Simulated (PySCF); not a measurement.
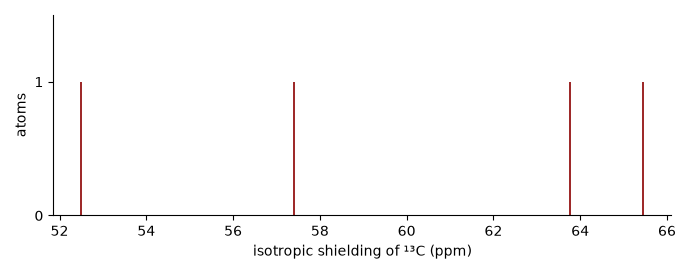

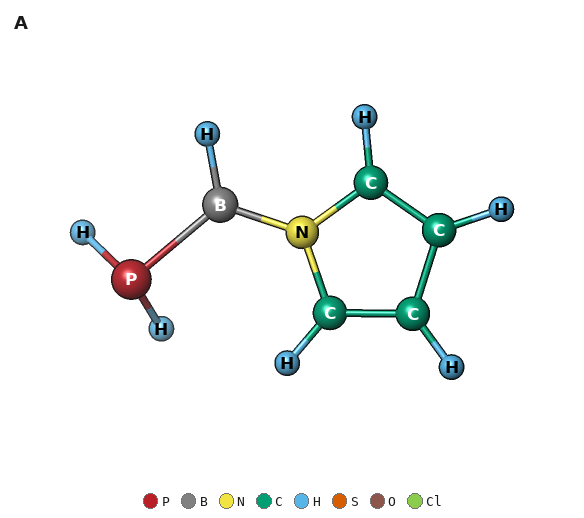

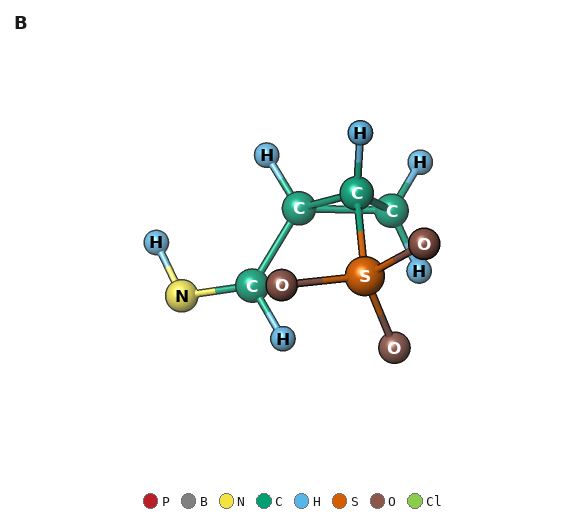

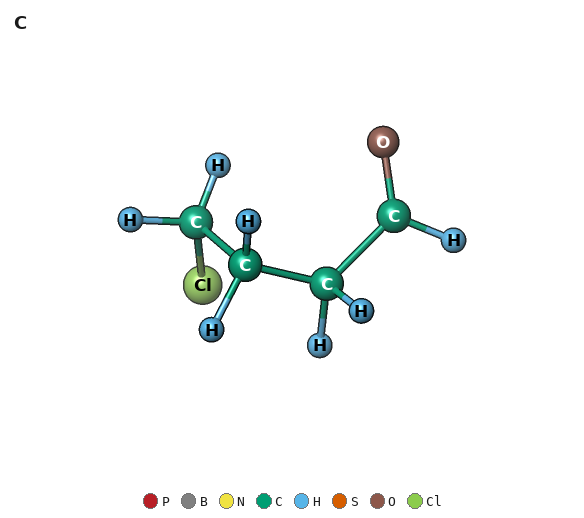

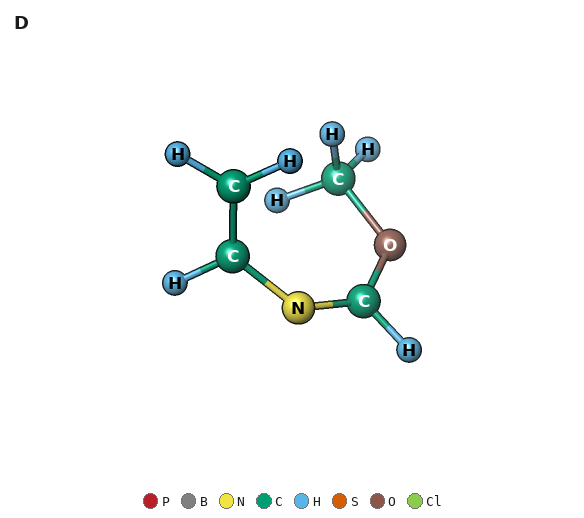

The sticks are computed shieldings of one of the molecules, for one fixed geometry (GFN2-xTB) without averaging over rotations. Low shielding means a high chemical shift. Method: GIAO PBE0/pcSseg-1 NMR shielding, non-relativistic, gas phase (PySCF 2.14.0).

### Match the spectrum to a structure.

A, `PBn1cccc1`. Its 4 C atoms give lines at 52.5, 57.4, 63.8, 65.5 ppm.

The geometry is semi-empirical. Around B, P such bond lengths and angles can be off by a tenth of an ångström or more and by several degrees, and values that hang on the shape move with them.
